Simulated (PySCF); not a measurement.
**CH2ClF, SMILES `FCCl`: what the electrons do**

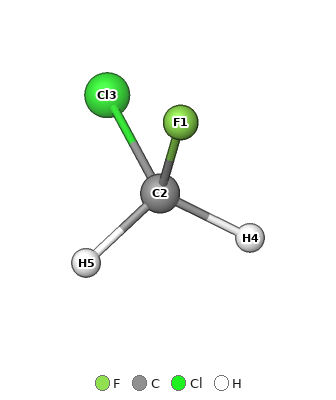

The molecule, with its atoms numbered as below. No frequency check shows the geometry to be a minimum.

Coordinates in Å:

```
F1       1.4841    0.4234    0.0000
C2       0.5701   -0.5702    0.0000
Cl3     -1.0699    0.1136    0.0000
H4       0.7056   -1.1605   -0.9104
H5       0.7056   -1.1605    0.9104
```

## 1. Excited states

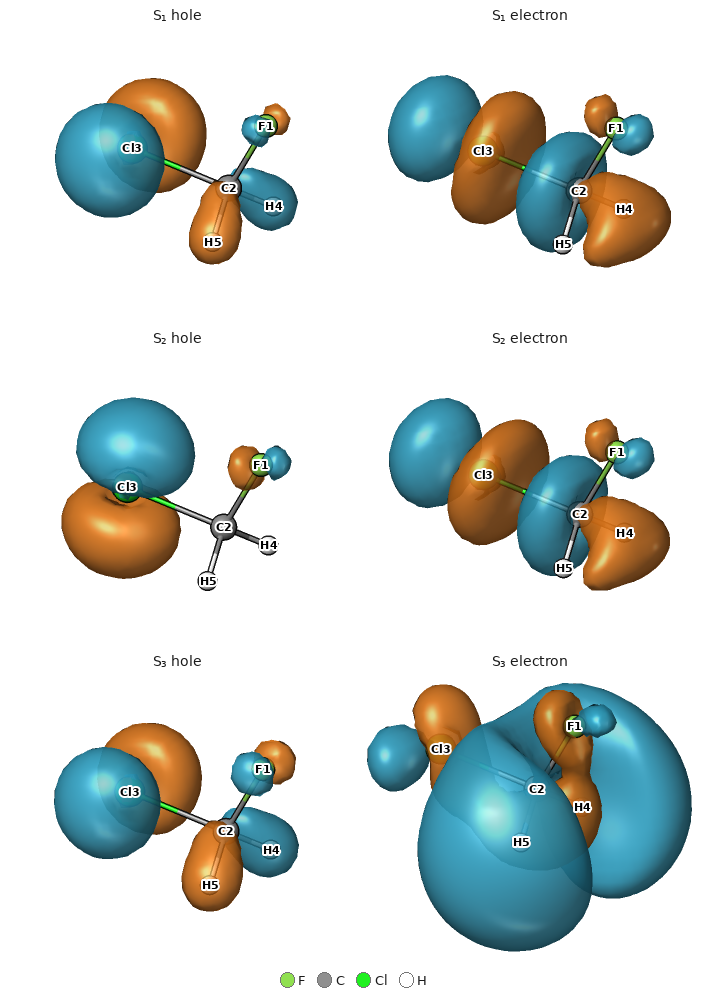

Leading natural transition orbitals (TDA singlet states).

PySCF calculation, CAM-B3LYP/def2-SVP, gas phase; geometry: GFN2-xTB. Without diffuse functions Rydberg states are missing, so the states' numbers hold for this basis only.

Describe these excited states.

Answer. By state:
- S₁: 8.11 eV (153 nm), f = 0.000 (very weak), n → σ*; the leading pair carries 100 %; hole on Cl3 (79 %) and C2 (9 %), electron on Cl3 (45 %), C2 (36 %) and H4 and H5 (7 % each); their centroids lie 0.7 Å apart.
- S₂: 8.53 eV (145 nm), f = 0.003, n → σ*; the leading pair carries 100 %; hole on Cl3 (90 %), electron on Cl3 (46 %), C2 (36 %) and H4 and H5 (7 % each); their centroids lie 0.9 Å apart.
- S₃: 9.59 eV (129 nm), f = 0.030, partly diffuse acceptor orbital, which a basis without diffuse functions describes poorly; the leading pair carries 99 %; hole on Cl3 (71 %), C2 (11 %) and F1 (6 %), electron on C2 (33 %), H4 and H5 (24 % each) and Cl3 (11 %) (atom shares of so diffuse an orbital are rough); their centroids lie 1.4 Å apart.

## 2. Removing or adding an electron

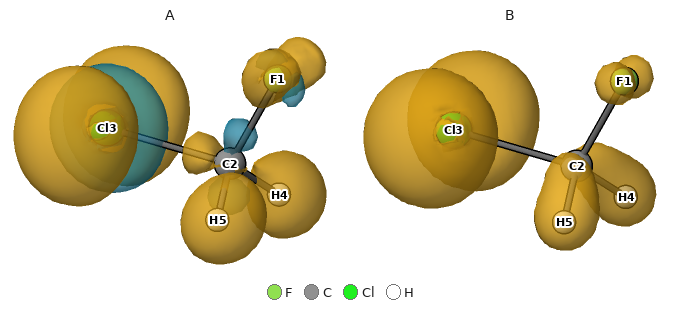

The Fukui function f⁻ from two separate SCF calculations and the density of the HOMO, at ±0.04 e/Å³ (yellow positive, teal negative).

PySCF calculation, B3LYP/def2-SVPD, gas phase; geometry: GFN2-xTB.

Which panel is which, and how good is the frozen-orbital picture?

Answer. A is f⁻ (it has negative regions), B the HOMO density. The HOMO lies on Cl3 (79 %) and C2 (9 %); f⁻ (Hirshfeld-condensed) is largest on Cl3 (0.59); the vertical ionisation energy is 11.71 eV. Relaxation shifts 20 % of the electron between atoms. The orbital energy is −8.72 eV.

## 3. Localised orbitals

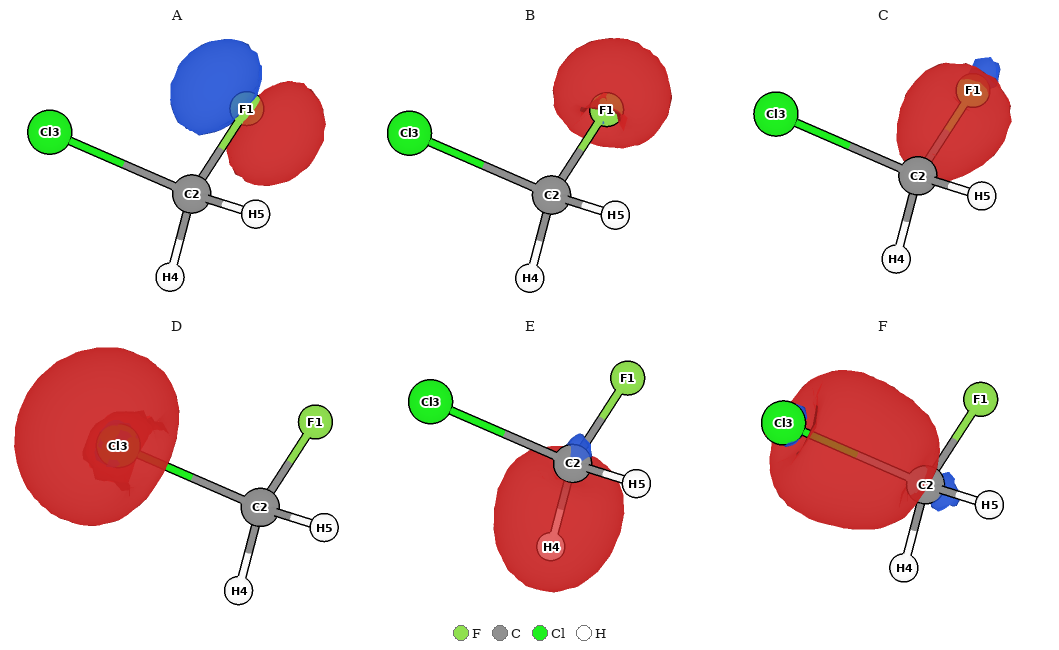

Pipek–Mezey orbitals, occupied; each surface holds about 70 % of the orbital's density. Energies are diagonal elements of the Fock matrix.

Computed with PySCF, HF/def2-TZVP, geometry: GFN2-xTB.

What does each orbital represent in a Lewis picture?

Answer. By panel:
- A: lone pair on F1 (p-type) (F1 98 %; −18.5 eV)
- B: lone pair on F1 (sp0.4-type) (F1 100 %; −33.8 eV)
- C: σ bond F1–C2 (F1 70 %, C2 30 %; −31.6 eV)
- D: lone pair on Cl3 (s-type) (Cl3 100 %; −25.8 eV)
- E: σ bond C2–H4 (C2 57 %, H4 43 %; −20.4 eV)
- F: σ bond Cl3–C2 (Cl3 58 %, C2 42 %; −21.5 eV)

How do all the valence pairs divide up?

Answer. 10 pairs: 6 lone pairs and 4 σ bonds.

## 4. Stretching a bond

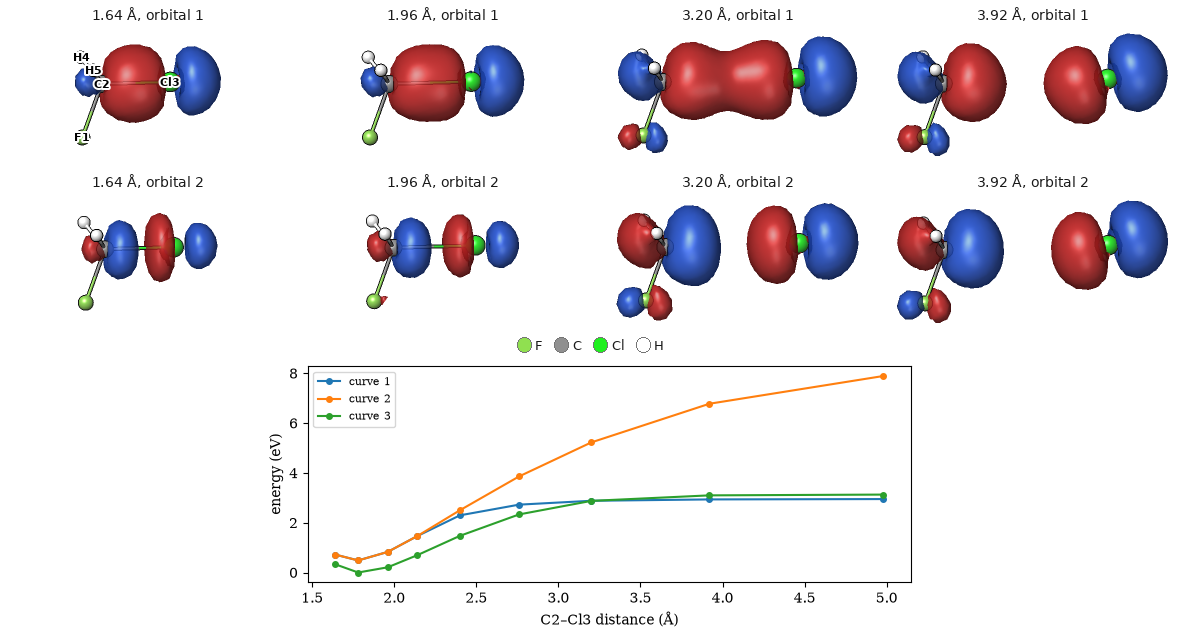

Rigid stretch of the C2–Cl3 bond. The two CASSCF(2,2) natural orbitals nearest half filling (orbital 1 the more occupied). Below: energies along the scan, from the lowest point of the three curves.

Computed with PySCF, def2-SVP basis, geometry: GFN2-xTB.

How do the occupations change along the stretch?

Answer. 1.64 Å: 1.98 and 0.02; 1.96 Å: 1.95 and 0.05; 3.20 Å: 1.43 and 0.57; 3.92 Å: 1.14 and 0.86. At the longest distance computed (4.98 Å) they are 1.01 and 0.99, and the effective number of unpaired electrons is 2.0.

Which curve is which method?

Answer. Curve 1 is UHF. Curve 2 is RHF. Curve 3 is CASSCF(2,2). RHF rises too steeply because it keeps both electrons in one orbital and so mixes in ionic fragments.

Where does the UHF solution part from RHF?

Answer. Between 2.14 Å (⟨S²⟩ = 0, the two coincide) and 2.40 Å (⟨S²⟩ = 0.46); at 4.98 Å ⟨S²⟩ is 1.01 and UHF lies 4.9 eV below RHF.

How much energy does the stretch cost?

Answer. By CASSCF, 3.1 eV from the lowest point of the scan (1.78 Å) to 4.98 Å; RHF gives 7.4 eV from its own lowest point. The fragments aren't relaxed and dynamic correlation is missing, so this isn't a bond dissociation energy.
